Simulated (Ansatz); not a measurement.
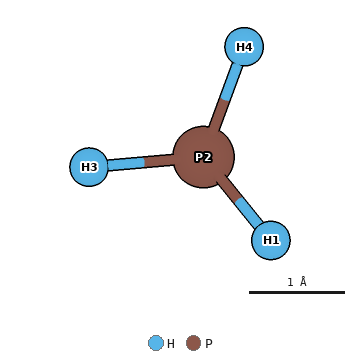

Fig. 1: The structure as given in the input (ball-and-stick view, seen on its broad side; atoms are numbered from 1 in the order of the input).

## Geometry relaxation of PH3

System: PH3.
Method: RKS PBE0-D4/def2-TZVP (Ansatz 0.2.0).

Figures and captions count atoms from 1; the log counts them from 0 in places.

Log
```
Functional definition: PBE0
  name "PBE0"
  cite "Adamo & Barone, J. Chem. Phys. 110, 6158 (1999) doi:10.1063/1.478522"
  cite "Perdew, Burke & Ernzerhof, Phys. Rev. Lett. 77, 3865 (1996) doi:10.1103/PhysRevLett.77.3865"
  parent pbe
  parameter a = 0.25
  parameter kappa = 0.804
  parameter beta = 0.06672455060314922
  exchange = (1 - a)*pbe_x(kappa = kappa, mu = beta*pi^2/3) + a*exact_x
  correlation = pbe_c(beta = beta)
414 factors; their error is unknown
mean field evaluation 1: about -9333.5453 eV, gradient 1.1e1 eV
mean field evaluation 2: about -9333.7806 eV, gradient 8.0e0 eV
mean field evaluation 4: about -9333.9334 eV, gradient 2.2e-1 eV
mean field evaluation 8: about -9333.9416 eV, gradient 9.1e-4 eV
mean field -9333.94162699 eV, -343.0160280189 hartree, gradient 5.0e-5 eV, S^2 0.000000; 0 other end points of the search recorded, 0 dependent functions left out
the calculation of the forces begins
reference -9333.94164938 eV, -343.0160288417 hartree; 9, 9 occupied and 46, 46 virtual orbitals, 414 factors
relax step   1: F+E_penalty+E_count = -9333.96548334 eV  Δ(F+E_penalty+E_count) = +0.000e0 eV  max|allowed force component| = 4.252e-2 eV/Å  Δτ_max = 0.0000 Å  (20 SCF iters, accepted)
these checks for a lower state are left out or cut short: starts, cluster_reference, orbital_swaps, neighbouring_geometries, increment
414 factors; their error is unknown
mean field evaluation 16: about -9333.9418 eV, gradient 1.5e-5 eV
mean field -9333.94178627 eV, -343.0160338723 hartree, gradient 1.9e-5 eV, S^2 0.000000; 0 other end points of the search recorded, 0 dependent functions left out
the calculation of the forces begins
reference -9333.94180866 eV, -343.0160346952 hartree; 9, 9 occupied and 46, 46 virtual orbitals, 414 factors
relax step   2: F+E_penalty+E_count = -9333.96564912 eV  Δ(F+E_penalty+E_count) = -1.658e-4 eV  max|allowed force component| = 8.573e-3 eV/Å  Δτ_max = 0.0045 Å  (24 SCF iters, accepted)
these checks for a lower state are left out or cut short: starts, cluster_reference, orbital_swaps, neighbouring_geometries, increment
414 factors; their error is unknown
mean field -9333.94179560 eV, -343.0160342154 hartree, gradient 4.4e-5 eV, S^2 0.000000; 0 other end points of the search recorded, 0 dependent functions left out
the calculation of the forces begins
reference -9333.94181800 eV, -343.0160350385 hartree; 9, 9 occupied and 46, 46 virtual orbitals, 414 factors
relax step   3: F+E_penalty+E_count = -9333.96565836 eV  Δ(F+E_penalty+E_count) = -9.245e-6 eV  max|allowed force component| = 4.703e-3 eV/Å  Δτ_max = 0.0011 Å  (16 SCF iters, accepted)
414 factors; their error is unknown
mean field evaluation 32: about -9333.9418 eV, gradient 7.7e-3 eV
```

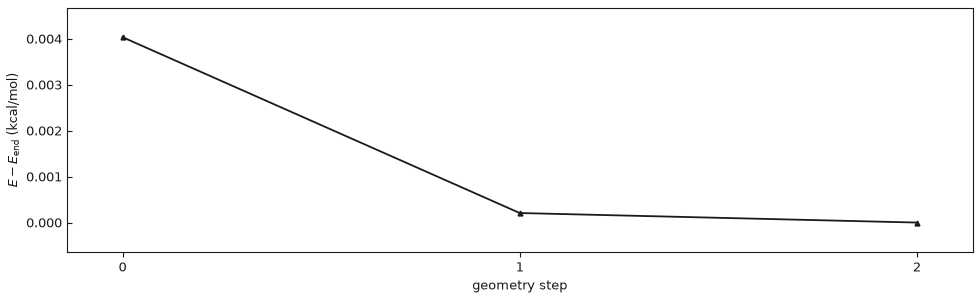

Fig. 2: Progress of the relaxation, step by step (the first geometry is step 0 here and step 1 in the log). After 2 geometry steps the energy has fallen by next to nothing (0.0 kcal/mol). Largest force component: 0.043 eV/Å at the start, 0.0047 eV/Å at the end. The atoms keep their places after the best rigid fit (all moves are under 0.005 Å).

```
mean field -9333.94179560 eV, -343.0160342154 hartree, gradient 4.4e-5 eV, S^2 0.000000; 1 other end points of the search recorded, 0 dependent functions left out
the calculation of the forces begins
reference -9333.94181800 eV, -343.0160350385 hartree; 9, 9 occupied and 46, 46 virtual orbitals, 414 factors
Total energy: -9333.96568076 eV, -343.0169119788 hartree
Atom 0 at     1.231116    -1.928298     1.055134 Å, force     0.000671     0.003532    -0.000004 eV/Å
Atom 1 at     1.452861    -0.525794     1.062288 Å, force     0.004703    -0.003795     0.000507 eV/Å
Atom 2 at     2.443330    -0.610183     2.076287 Å, force    -0.003013     0.000190    -0.003152 eV/Å
Atom 3 at     2.409452    -0.594300     0.015160 Å, force    -0.002361     0.000073     0.002649 eV/Å
Dipole moment:     0.107788    -0.097180    -0.002526 e Å
```

Trajectory as extended XYZ (Å, eV, eV/Å), 3 frames, from step=1 to step=3
```
4
Properties=species:S:1:pos:R:3:forces:R:3 step=1 energy=-9333.96548
H     1.2286   -1.9291    1.0544    0.0171  -0.0129   0.0040
P     1.4557   -0.5284    1.0625   -0.0425   0.0423   0.0047
H     2.4435   -0.6080    2.0789    0.0083  -0.0174  -0.0101
H     2.4089   -0.5931    0.0132    0.0171  -0.0121   0.0014
4
Properties=species:S:1:pos:R:3:forces:R:3 step=2 energy=-9333.96565
H     1.2318   -1.9277    1.0554   -0.0048  -0.0081  -0.0020
P     1.4525   -0.5256    1.0621   -0.0014   0.0035   0.0044
H     2.4430   -0.6108    2.0754    0.0023   0.0037   0.0061
H     2.4094   -0.5945    0.0160    0.0039   0.0009  -0.0086
4
Properties=species:S:1:pos:R:3:forces:R:3 step=3 energy=-9333.96566
H     1.2311   -1.9283    1.0551    0.0007   0.0035   0.0000
P     1.4529   -0.5258    1.0623    0.0047  -0.0038   0.0005
H     2.4433   -0.6102    2.0763   -0.0030   0.0002  -0.0032
H     2.4095   -0.5943    0.0152   -0.0024   0.0001   0.0026
```

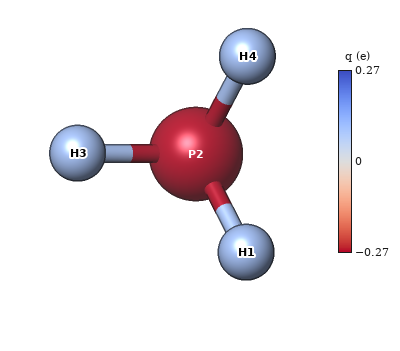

Fig. 3: Mulliken charges, as the colour of each atom (ball-and-stick view, seen on its broad side; atoms are numbered from 1 in the order of the input). By element: H +0.09 and P −0.26 e.

The run was set up as follows.

Input
```yaml
crystal:
  periodic: [false, false, false]
  atoms:
    - {symbol: H, position_ang: [1.228627, -1.929121, 1.054372]}
    - {symbol: P, position_ang: [1.455749, -0.528377, 1.062459]}
    - {symbol: H, position_ang: [2.443516, -0.607975, 2.078859]}
    - {symbol: H, position_ang: [2.408867, -0.593102, 0.013179]}
basis:
  gaussian: {orbitals: def2-TZVP}
hamiltonian: {xc: pbe0, dispersion: d4}
relax: {f_tol: 0.005, max_steps: 200}
```

Command:
```bash
ansatz run in.yaml --threads 2 --pin off --events-out ev --progress --plain --max-ram 4352MiB
```

Key numbers

| quantity | value |
| --- | --- |
| outcome | converged |
| total energy | −9333.9657 eV |
| mean-field energy | −9333.9418 eV |
| dispersion energy | −0.0239 eV |
| SCF solution under orbital rotations | stable |
| largest force (length of the vector) at the end | 0.006 eV/Å |
| dipole moment | 0.70 D |
| hardware | 2 CPU threads, shared host |
| wall time | 1.2 s (CPU time 2 s) |
| peak memory | 0.44 GiB |
